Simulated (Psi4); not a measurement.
# N2H (dinitrogen monohydride): UCCSD/jun-cc-pVTZ (sweep point 8)

What is the vertical electron affinity of N2H (dinitrogen monohydride) at UCCSD/jun-cc-pVTZ (sweep point 8)? 

The results are computed with Psi4 1.11.

2 further runs of the same task are left out: 1 that didn't finish, 1 set aside as unsound or not needed.

## Step 1: The structure to begin with

N2H: 3 atoms, total charge 0, spin state doublet. SMILES: `[N]=N`. Geometry: relaxed at PBE0-D4/def2-TZVP.

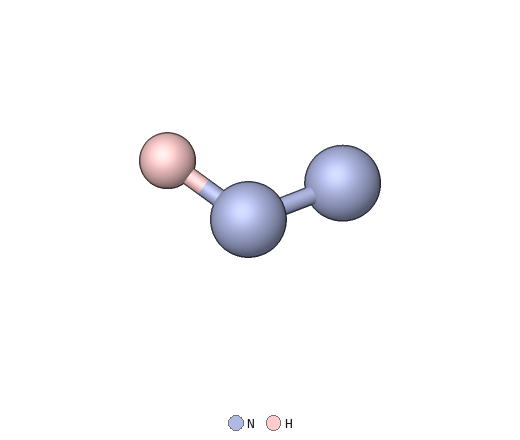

Viewed from a chosen angle; nitrogen light blue, hydrogen pink.

## Step 2: The energy at UCCSD/jun-cc-pVTZ (sweep point 8)

input.in

```
memory 1600 MB

molecule {
  0 2
  N      0.710530    -0.606720     0.326180
  N     -0.268660    -0.217710    -0.170100
  H     -0.441870     0.824430    -0.156080
  symmetry c1
}

set reference uhf
set puream true
set scf_type pk
set num_frozen_docc 2
set maxiter 100

energy_value, wavefunction = energy("ccsd/jun-cc-pVTZ", return_wfn=True)
```

Launch:

```
psi4 -n 1 input.in input.out
```

input.out:

```text
[...]
  Running in c1 symmetry.
[...]
  Nuclear repulsion =   27.719687010035415
[...]
  Multiplicity = 2
[...]
  Nalpha       = 8
  Nbeta        = 7
[...]
    Number of basis functions: 92
[...]
   @UHF iter   1:  -109.42993691170255   -7.60042e-01   2.44565e-03 DIIS/ADIIS
[...]
   @UHF iter  19:  -109.46973689240325   -5.15854e-12   5.73128e-09 DIIS
[...]
   @S^2 Observed:                8.477047725E-01
[...]
    Orbital Energies [Eh]
    ---------------------
    Alpha Occupied:
       1A    -15.662400     2A    -15.644509     3A     -1.427630
       4A     -0.913747     5A     -0.716010     6A     -0.638118
       7A     -0.573247     8A     -0.389819
    Alpha Virtual:
       9A      0.076089    10A      0.098293    11A      0.101212
      12A      0.128973    13A      0.132687    14A      0.160463
      15A      0.165101    16A      0.202180    17A      0.250401
      18A      0.284863    19A      0.406367    20A      0.446812
      21A      0.480152    22A      0.526951    23A      0.554670
      24A      0.563544    25A      0.585883    26A      0.589351
[...]
  @UHF Final Energy:  -109.46973689240325
   => Energetics <=
    Nuclear Repulsion Energy =             27.7196870100354147
    One-Electron Energy =                -203.1593844162142091
    Two-Electron Energy =                  65.9699605137755469
    Total Energy =                       -109.4697368924032475
  UHF NO Occupations:
  HONO-2 :    6  A 1.9937627
  HONO-1 :    7  A 1.9603559
[...]
 Multipole Moments:
 ------------------------------------------------------------------------------------
     Multipole            Electronic (a.u.)      Nuclear  (a.u.)        Total (a.u.)
 ------------------------------------------------------------------------------------
 L = 1.  Multiply by 2.5417464519 to convert [e a0] to [Debye]
 Dipole X            :          0.3973066           -0.6278990           -0.2305924
 Dipole Y            :         -0.4050558            1.1239941            0.7189382
 Dipole Z            :         -0.0000000            0.0000000           -0.0000000
 Magnitude           :                                                    0.7550133
[...]
      * MP2 total energy                      = -109.831642562145277
[...]
      * CCSD total energy                     = -109.851903359524968
[...]
```

Run time: 59 s. Hardware: 1 thread of Intel Xeon at 2.70GHz, shared host; peak memory 1 GiB.

## Step 3: The singlet anion at the same level

hn2.in

```
memory 1600 mb

molecule geom {
  -1 1
  N      0.710530    -0.606720     0.326180
  N     -0.268660    -0.217710    -0.170100
  H     -0.441870     0.824430    -0.156080
  symmetry c1
}

set {
  basis           jun-cc-pVTZ
  reference       rhf
  puream          true
  scf_type        pk
  num_frozen_docc 2
}

energy("ccsd")
```

Launch:

```
psi4 -i hn2.in -o hn2.out -n 1
```

hn2.out:

```text
[...]
  Running in c1 symmetry.
[...]
  Nuclear repulsion =   27.719687010035415
[...]
  Multiplicity = 1
[...]
  Nalpha       = 8
  Nbeta        = 8
[...]
    Number of basis functions: 92
[...]
   @RHF iter   1:  -109.27667713941192   -6.06782e-01   4.94181e-03 DIIS/ADIIS
[...]
   @RHF iter  14:  -109.39916642079946   -9.54969e-12   3.28173e-09 DIIS
[...]
    Orbital Energies [Eh]
    ---------------------
    Doubly Occupied:
       1A    -15.340278     2A    -15.286010     3A     -1.081594
       4A     -0.576062     5A     -0.349693     6A     -0.284933
       7A     -0.250750     8A      0.004244
[...]
  @RHF Final Energy:  -109.39916642079946
   => Energetics <=
    Nuclear Repulsion Energy =             27.7196870100354147
    One-Electron Energy =                -207.9075570228887955
    Two-Electron Energy =                  70.7887035920539205
    Total Energy =                       -109.3991664207994603
[...]
 Multipole Moments:
 ------------------------------------------------------------------------------------
     Multipole            Electronic (a.u.)      Nuclear  (a.u.)        Total (a.u.)
 ------------------------------------------------------------------------------------
 L = 1.  Multiply by 2.5417464519 to convert [e a0] to [Debye]
 Dipole X            :          0.3186034           -0.6278990           -0.3092956
 Dipole Y            :         -0.7178559            1.1239941            0.4061382
 Dipole Z            :         -0.0000000            0.0000000           -0.0000000
 Magnitude           :                                                    0.5105017
[...]
      * MP2 total energy                      = -109.813826019753094
[...]
      * CCSD total energy                     = -109.820258098103224
[...]
```

Wall time 27 s (1 thread of Intel Xeon at 2.70GHz, shared host); peak memory 0.96 GiB.

## Step 4: Outcome

Level: UCCSD/jun-cc-pVTZ (sweep point 8), 2 core orbitals frozen.

| quantity | value |
| --- | --- |
| doublet N2H: total energy | -109.85190 Eh |
| doublet N2H: HOMO energy (Hartree–Fock orbitals) (highest over α and β) | -10.61 eV |
| doublet N2H: LUMO energy (Hartree–Fock orbitals) (lowest over α and β) | 2.06 eV |
| doublet N2H: correlation energy (2 core orbitals frozen) | -382.2 mEh |
| doublet N2H: ⟨S²⟩ of the reference determinant | 0.848 |
| doublet N2H: T1 diagnostic | 0.056 |
| singlet anion: total energy | -109.82026 Eh |
| singlet anion: HOMO energy (Hartree–Fock orbitals) | 0.12 eV |
| singlet anion: LUMO energy (Hartree–Fock orbitals) | 6.11 eV |
| singlet anion: HOMO–LUMO gap (to an unbound level, set by the basis) | 5.99 eV |
| singlet anion: correlation energy (2 core orbitals frozen) | -421.1 mEh |
| singlet anion: T1 diagnostic | 0.027 |
| vertical electron affinity (to the singlet anion) | -0.861 eV |

The anion lies 0.86 eV (19.9 kcal/mol) above the neutral: the electron isn't bound at this level, and such a value depends on the basis. The T1 diagnostic (doublet N2H) of 0.056 is above the customary mark for such species, so a single reference may not serve. The T1 diagnostic (singlet anion) of 0.027 is above the customary mark for such species, so a single reference may not serve. The HOMO (singlet anion) lies at positive energy, 0.12 eV: the electron is unbound at this level or held by a compact basis; values depend on the basis.
